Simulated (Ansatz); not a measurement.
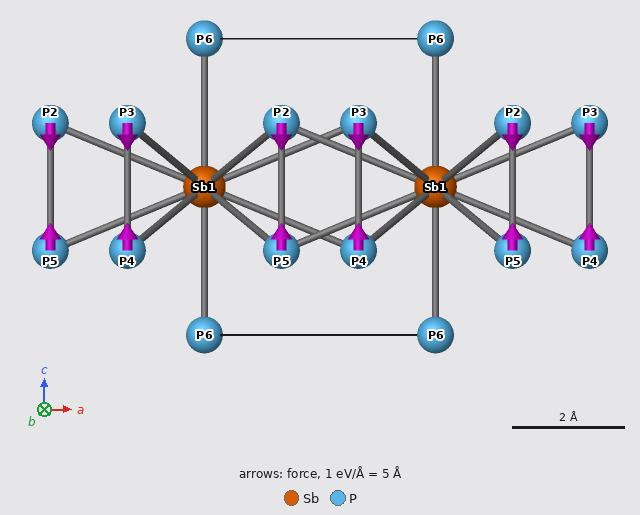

Starting geometry of solid SbP5 (a generated structure, set up in P6/mmm) with the computed forces as purple arrows. Style: ball-and-stick. Shown: the cell of the calculation, along the b axis.

Level of theory: DFT PBE, scalar-relativistic, plane waves, PAW; settings changed in Ansatz 0.2.0.

The input:
```yaml
crystal:
  lattice:
    - [4.8055822792, 0.0, 0.0]
    - [-2.4027911396, 4.1617563338, 0.0]
    - [0.0, 0.0, 5.3354307885]
  atoms:
    - { symbol: Sb, position: [0.0, 0.0, 0.5] }
    - { symbol: P, position: [0.3333333333, 0.6666666667, 0.7147656721] }
    - { symbol: P, position: [0.6666666667, 0.3333333333, 0.7147656721] }
    - { symbol: P, position: [0.6666666667, 0.3333333333, 0.2852343279] }
    - { symbol: P, position: [0.3333333333, 0.6666666667, 0.2852343279] }
    - { symbol: P, position: [0.0, 0.0, 0.0] }
basis:
  ecutwfc: 420
  ecutrho_ratio: 4
kpoints:
  mp_grid: { grid: [12, 12, 8] }
hamiltonian:
  xc: pbe
scf:
  occupations: { method: gaussian, width: 0.1 }
  convergence: { dr2_threshold: 1.0e-06 }
output:
  forces: true
  eigenvalues: true
  stress: true
relax:
  adjacent_minimum: "off"
  f_tol: 0.01
  max_steps: 80
  cell: { stress_tol: 0.05 }
```

Command:
```bash
ansatz run input.yaml --threads 1 --pin off --max-ram 2560MiB --backend cpu --events-out ev --progress --plain --runs-dir out
```

Is this structure relaxed? If not, where do the atoms go?

It isn't relaxed: the largest force vector, on P atoms, is 0.10 eV/Å. The atoms end up moving mostly along the starting forces (cosine between the two patterns 1.00). After 4 accepted moves (5 points after the start) the energy has fallen by 16.9 meV per cell of the calculation. The largest force component goes from 0.1 to 0.0095 eV/Å. Pressure: 0.39 GPa at the start and 0.04 GPa at the end. The SCF was repeated once at an unchanged geometry on a basis and grid sized afresh for the cell, which shifted the energy by 0.5 meV per cell of the calculation at most. The largest moves relative to the cell, 0.038 Å, are those of P2, P3, P4 and P5. P3 goes along −c. Sb stays in place. Cell: a = b 4.806 → 4.811 Å (+0.1 %), c 5.335 → 5.433 Å (+1.8 %). Volume +2.1 %. Some distances before and after: Sb1–P6 2.668 → 2.716 Å, P2–P5 2.292 → 2.258 Å. The space group stays P6/mmm (No. 191).
